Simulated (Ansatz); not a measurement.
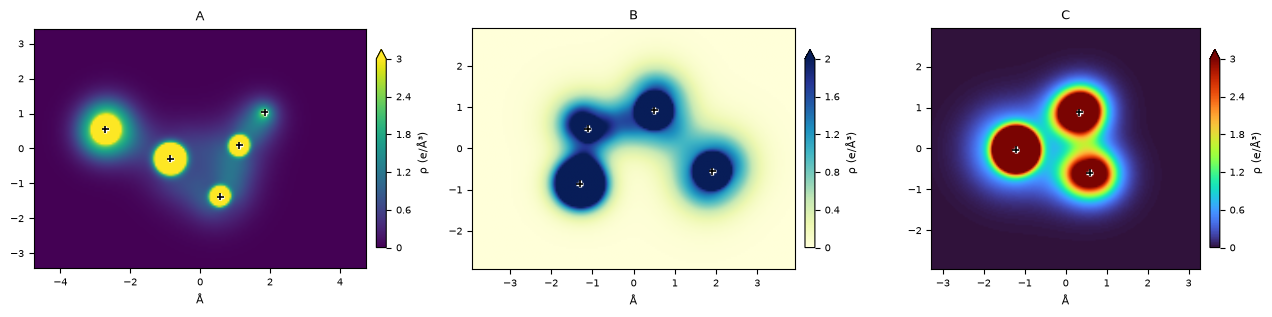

The total electron density of 3 systems, each on a plane through atoms (crosses mark nuclei in the plane).

The calculation used isolated molecule in a Gaussian basis; Kohn-Sham density functional theory, functional PBE0 in Ansatz 0.2.0.

System 1: B2ClHSi (SMILES Cl[Si]1=BB1), the molecular plane. Geometry: PBE0-D3(BJ)/def2-SVP.

```xyz
5

B    -3.7001   -0.4023    0.5087
B    -2.4752   -1.3435    0.7478
Cl   -2.1823   -0.3686   -2.9783
Si   -2.8412   -0.5133   -1.0545
H    -1.6676   -2.0735    1.2487
```

System 2: CFS2 (SMILES FC#S[S-]) (charge −1), the molecular plane. Geometry: PBE0-D3(BJ)/def2-SVPD.

```xyz
4

C    -1.7893   -1.8174   -3.4518
F    -0.8246   -0.9164   -3.7136
S    -1.7406   -2.4328   -1.8996
S    -0.2733   -1.7602   -0.6450
```

System 3: GeHNO (SMILES [NH+]1=[Ge-][O]1), the plane of atoms Ge1, O3 and N2. Geometry: PBE0-D3(BJ)/def2-SVP.

| atom | x (Å) | y (Å) | z (Å) |
| --- | --- | --- | --- |
| Ge | -1.5302 | -0.1292 | -0.3182 |
| N | 0.2298 | -0.7944 | -0.1629 |
| O | -0.2954 | 0.0464 | 0.9670 |
| H | 0.2217 | -1.7548 | 0.2089 |

### Which map belongs to which system?

Panel A is system 1, B2ClHSi: the plane holds B, Cl, Si and H. B–B (1.56 Å): ρ is about 1.2 e/Å³ halfway. Panel B is system 2, CFS2: the plane holds C, F and S. C–F (1.35 Å): ρ is about 2.3 e/Å³ halfway. Panel C is system 3, GeHNO: the plane holds Ge, N and O. N–O (1.50 Å): ρ at the midpoint is about 1.7 e/Å³.
